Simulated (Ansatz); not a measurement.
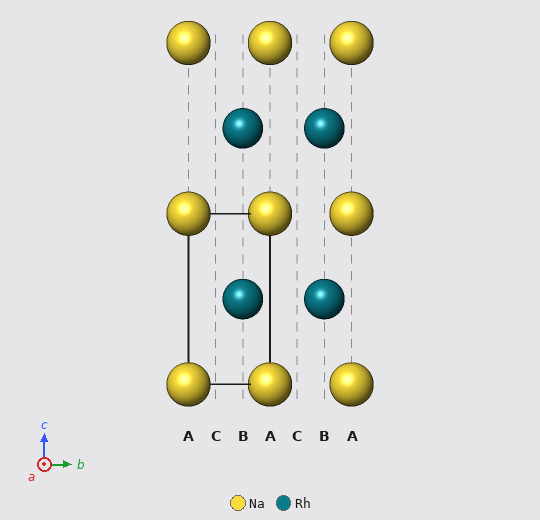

The picture looks along a close-packed row of the hexagonal mesh; c points upwards. The dashed lines mark the three columns A (0, 0), B (1/3, 2/3) and C (2/3, 1/3). The sequence starts with the first layer at or above the cell's origin.

System NaRh; source of the atomic positions: the end point of a relaxation with Ansatz, DFT PBE, scalar-relativistic, plane waves, PAW; the starting structure was generated, so it need not be a known form of this composition.

> List the layers of one repeat.

Na(A) – Rh(B) (two layers in 5.01 Å).

> Taking all atoms as equal spheres, what packing is it?

As equal spheres, AB: hexagonal close packing.
